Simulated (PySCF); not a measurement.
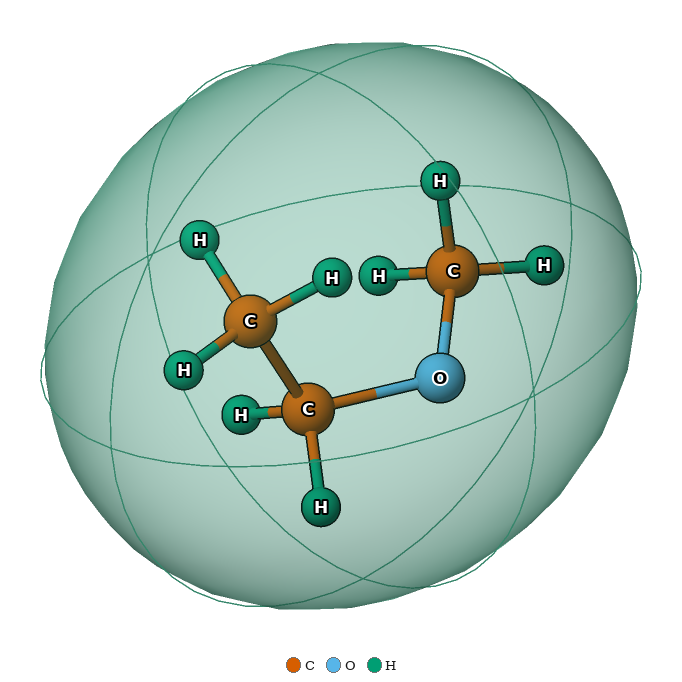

The ellipsoid shows the static dipole polarisability: its half-axes are proportional to the principal values. Geometry: a frame of a GFN2-xTB molecular-dynamics simulation, not a minimum. Level of theory: PBE0/def2-SVPD (PySCF 2.14.0).

Question: How large and how anisotropic is the polarisability?

Answer: Principal values 41.1, 43.1, 50.6 bohr³; mean 44.9 bohr³ (6.66 Å³); anisotropy 8.7 bohr³, so the longest axis is 1.23 times the shortest.
